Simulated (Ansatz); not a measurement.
SnH$_{5}$OCl: several calculations on one system

**1. Relaxation**

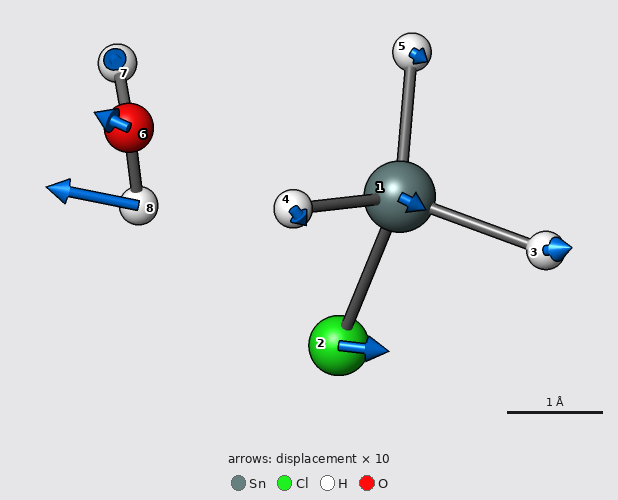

A relaxation of SnH5OCl. The starting structure is drawn; blue arrows show the displacements, magnified 10 times. The two geometries are superimposed by the best rigid fit.

Style: ball-and-stick. Shown at a tilt.

The run prepares an end point of a later path (reaction) calculation, from a guessed geometry.

Method: RHF/def2-SVP in Ansatz. Settings: no spin polarisation; force threshold 0.03 eV/Å; at most 50 steps.

Question: Atoms of which element are displaced furthest, and by how much?

Answer: Hydrogen: up to 0.10 Å, against 0.06 Å for chlorine.

Question: What did the optimiser do to the structure, and how much energy did it gain?

Answer: The energy falls by 1.85 kJ/mol in 5 accepted moves (6 points after the start). The largest force component goes from 1.1 to 0.0043 eV/Å. The line search rejected the trial step at point 4 of the run. The largest move after the best rigid fit is that of H8, 0.10 Å. By element the largest moves are H 0.10 Å, Cl 0.06 Å, O 0.04 Å, Sn 0.03 Å. Among the contacts that change: Sn1–O6 3.160 → 3.235 Å, O6–H8 0.970 → 0.947 Å, Sn1–Cl2 2.404 → 2.385 Å. Cost: 9.5 s on 1 thread of Intel(R) Xeon(R) 6975P-C (Granite Rapids), on a shared host, peak memory 0.18 GiB.

Limits of the set-up: the start holds two separate molecules, 2.6 Å apart at their closest, whose relative position is a soft coordinate and is computed without a dispersion correction; Hartree-Fock leaves out electron correlation.

**2. Relaxation**

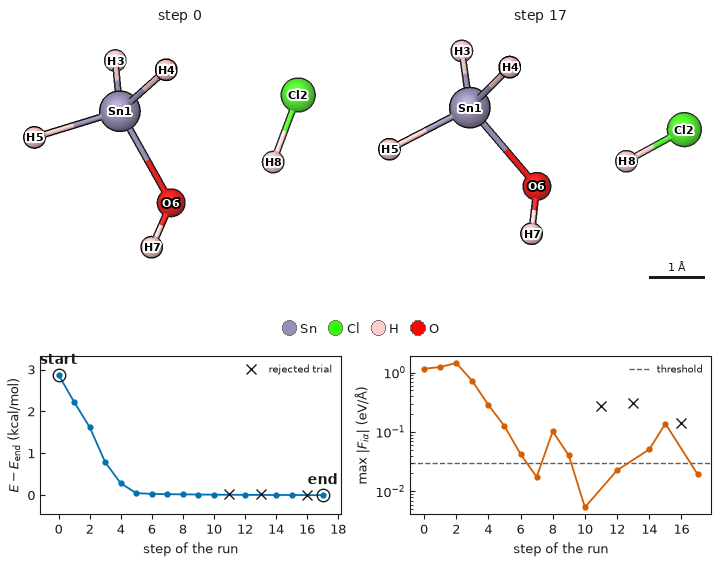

First and last geometry of a relaxation of SnH$_{5}$OCl, with the history of the run. A ball-and-stick model, seen at a tilt.

The run prepares an end point of a later path (reaction) calculation, from a guessed geometry.

Method: RHF/def2-SVP in Ansatz 0.2.0. Set-up: no spin polarisation; force threshold 0.03 eV/Å; at most 50 steps.

Question: Read the history and describe the run.

Answer: It converged. Cl2 moves most after the best rigid fit: 0.83 Å. By element the largest moves are Cl 0.83 Å, H 0.44 Å, O 0.33 Å, Sn 0.21 Å. Near-neighbour distances that change, for instance: Cl2–H8 1.323 → 1.290 Å, Sn1–O6 1.972 → 1.991 Å, Sn1–H5 1.714 → 1.707 Å. Bond angles that change, for instance: H3–Sn1–O6 107.4° → 104.5°. Over 14 accepted moves (17 points after the start) the energy falls by 2.87 kcal/mol. Largest force component: 1.2 eV/Å at the start, 0.019 eV/Å at the end. The line search rejected the trial steps at points 11, 13, 16 of the run. The forces were under the threshold at step 7, but the run went on from there.

Limits of the set-up: the start holds two separate molecules, 2.2 Å apart at their closest, whose relative position is a soft coordinate and is computed without a dispersion correction; Hartree-Fock leaves out electron correlation.

**3. Path**

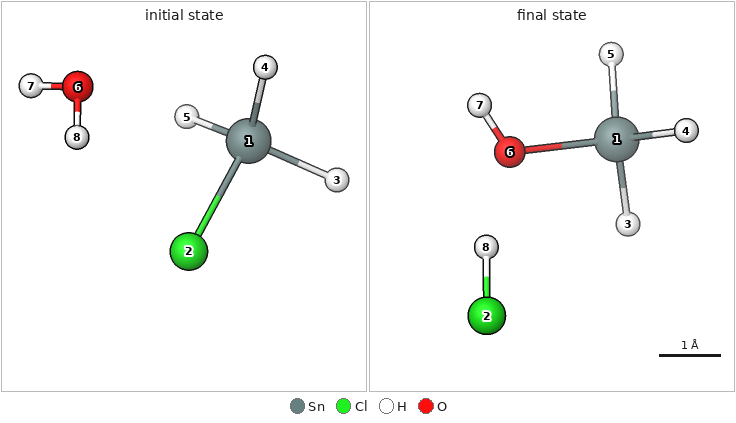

The two relaxed end points of a path for SnH₅OCl, made up at the start of SnH3Cl and H₂O. Style: ball-and-stick. Shown at a tilt.

Theory: RHF/def2-SVP in Ansatz.

Settings: 7 movable images; climbing image; force threshold 0.03 eV/Å; iteration limit 60.

Start:
```xyz
8

Sn    0.3567    0.0408   -0.1378
Cl    0.3009   -0.0989    2.2430
H     2.0270    0.0595   -0.4916
H    -0.3826    1.4979   -0.5818
H    -0.3666   -1.3694   -0.7428
O    -2.7119   -0.0090    0.8842
H    -3.2042   -0.8162    0.8766
H    -2.3635    0.0656    1.7621
```

End:
```xyz
8

Sn   -0.2589   -0.0973   -0.6463
Cl   -0.9010    0.6753    3.6000
H     1.2350   -0.5557    0.0159
H    -0.3725    1.5731   -0.9563
H    -0.6925   -1.0256   -2.0120
O    -1.5862   -0.5275    0.7743
H    -2.4633   -0.7688    0.5165
H    -1.3047    0.0968    2.5198
```

What barrier does the band find between them, and by what path?

Answer. Forward barrier 1.30 eV, backward barrier 0.41 eV, with image 4 at the top; the reaction energy is +0.89 eV. Breaking: O6–H8 (0.95 → 1.15 at the top → 1.88 Å), Sn1–Cl2 (2.39 → 3.36 at the top → 4.36 Å). Forming: Cl2–H8 (2.71 → 1.59 at the top → 1.29 Å), Sn1–O6 (3.23 → 2.08 at the top → 1.99 Å). The band converged in 30 iterations, with a climbing image at the top.

Energies of the converged images:

| image | path (Å) | E (eV) |
| --- | --- | --- |
| 0 | 0.00 | 0.000 |
| 1 | 1.03 | 0.063 |
| 2 | 2.07 | 0.323 |
| 3 | 3.10 | 0.819 |
| 4 | 4.13 | 1.303 |
| 5 | 4.65 | 0.979 |
| 6 | 5.17 | 0.899 |
| 7 | 5.69 | 0.894 |
| 8 | 6.21 | 0.893 |

The geometry at the top of the path:

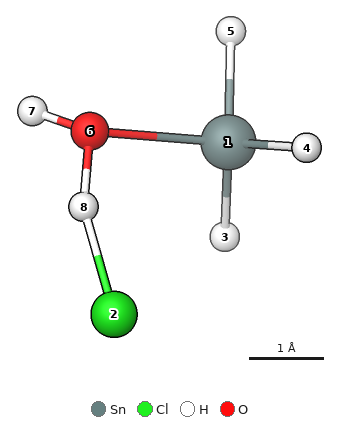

Limits of the set-up: the start holds two separate molecules, 2.7 Å apart at their closest, whose relative position is a soft coordinate and is computed without a dispersion correction; Hartree-Fock leaves out electron correlation.

The run took 3.9 min on 1 thread of Intel(R) Xeon(R) 6975P-C (Granite Rapids), with other jobs on the host, peak memory 0.19 GiB.
